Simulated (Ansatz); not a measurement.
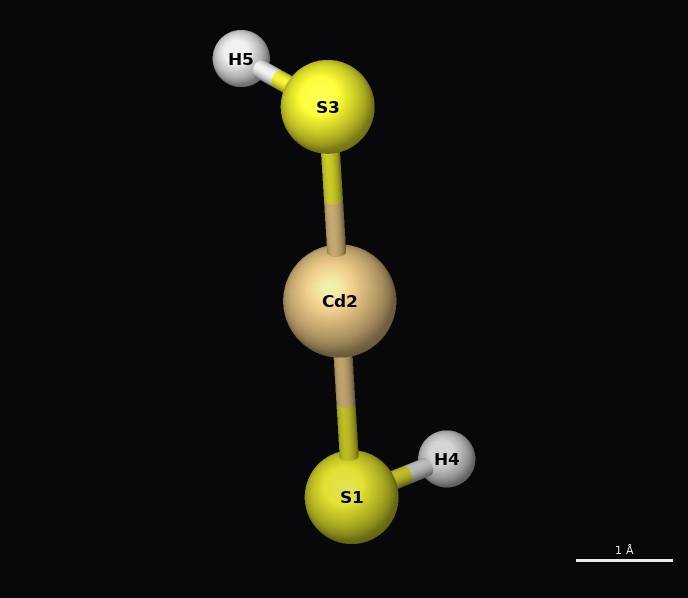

Numbered structure. The geometry was computed by an optimisation with PBE0-D4/def2-TZVP. No frequency run is at hand to confirm it as a minimum.

Give the bond lengths.

```
  bond  length (Å)
S1–Cd2       2.335
 S1–H4       1.344
Cd2–S3       2.335
 S3–H5       1.344
```
